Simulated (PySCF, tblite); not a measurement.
# C2H9F3N2Si2: geometry, infrared bands and NMR shifts

Aim: predict the infrared bands and NMR shifts of C2H9F3N2Si2 (`N[SiH2][SiH2]NCC(F)(F)F`).

Programs: tblite 0.8.0 and PySCF 2.14.0, with density-fitted response routines of our own. Each step states its level of theory. These are calculated values for one molecule in the gas phase, unless marked as measured. Atoms count from 0, in the outputs and in this text.

## (1) The starting structure

18 atoms, charge 0, multiplicity 1; geometry from: force field or distance geometry start.

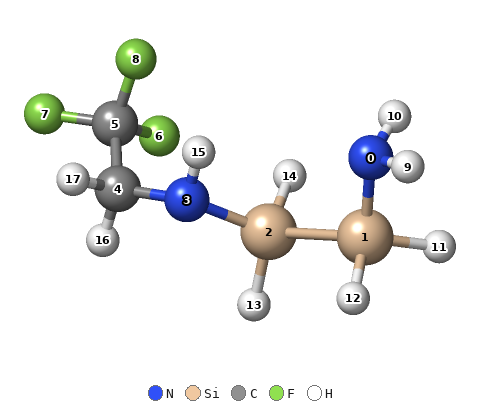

As it starts; nitrogen blue, silicon light orange, carbon grey, fluorine green, hydrogen white, atoms numbered.

## (2) Relaxing the molecule with GFN2-xTB

The job: settings as JSON, then the geometry in Å.

```
{"job": {"kind": "relax", "xc": "GFN2-xTB", "basis": "xTB"}, "charge": 0, "multiplicity": 1}
N     -2.886800     1.007000    -1.072700
Si    -2.719600    -0.382500    -0.113200
Si    -0.499700    -0.673100     0.669300
N      0.645400    -0.481100    -0.597100
C      2.113800    -0.572300    -0.383700
C      2.816800     0.566200     0.375600
F      2.503600     0.565900     1.686700
F      4.171800     0.446800     0.289500
F      2.492700     1.772700    -0.127900
H     -3.824000     0.994700    -1.493300
H     -2.879800     1.837400    -0.483700
H     -3.669800    -0.217100     1.019400
H     -3.153200    -1.522000    -0.938000
H     -0.281700    -1.995700     1.287600
H     -0.198600     0.412500     1.637900
H      0.433900     0.385400    -1.066200
H      2.368700    -1.524700     0.084800
H      2.557700    -0.613800    -1.393400
```

On the command line:

```console
$ OMP_NUM_THREADS=1 python probes_run.py task.json out
```

This one command runs all jobs of the session in turn.

**Question.** This job is followed by: GFN2-xTB harmonic vibrations, gas phase; GIAO PBE0/pcSseg-1 NMR shielding, non-relativistic, gas phase. Predict these results of the whole session: strongest single infrared mode (GFN2-xTB); zero-point energy (GFN2-xTB); ¹³C shifts against TMS (PBE0/pcSseg-1); ¹H shifts against TMS (PBE0/pcSseg-1, means over atoms taken as alike); ¹⁵N shifts against NH3 (PBE0/pcSseg-1); ²⁹Si shifts against TMS (PBE0/pcSseg-1); ¹⁹F shifts against CFCl3 (PBE0/pcSseg-1, means over atoms taken as alike); surface potential, least and greatest.

**Answer**, as computed:

| quantity | value |
| --- | --- |
| strongest single infrared mode (GFN2-xTB) | 2135 cm⁻¹, 440 km/mol |
| zero-point energy (GFN2-xTB) | 72.4 kcal/mol |
| ¹³C shifts against TMS (PBE0/pcSseg-1) | 136.0, 53.6 ppm |
| ¹H shifts against TMS (PBE0/pcSseg-1, means over atoms taken as alike) | 4.99, 4.98, 3.44, 0.51, -0.16 ppm |
| ¹⁵N shifts against NH3 (PBE0/pcSseg-1) | 7.4, -5.4 ppm |
| ²⁹Si shifts against TMS (PBE0/pcSseg-1) | -50.3, -54.5 ppm |
| ¹⁹F shifts against CFCl3 (PBE0/pcSseg-1, means over atoms taken as alike) | -90.2 ppm |
| surface potential, least and greatest | -0.84 V and 1.61 V |

**Reading.** Over 139 steps the energy fell by 0.492 eV; of the close pairs, Si1–Si2 changed most, 2.372 to 2.295 Å. All 48 modes are real, so the xTB geometry is a minimum. The strongest single mode, at 2135 cm⁻¹, moves mainly H14. Unscaled tight-binding wavenumbers are off by several per cent, some by more. Its intensities can rank the bands wrongly. At PBE0/pcSseg-1: The widest tensor belongs to F6, F7, F8: span 167 ppm, with a paramagnetic part of -212 ppm.
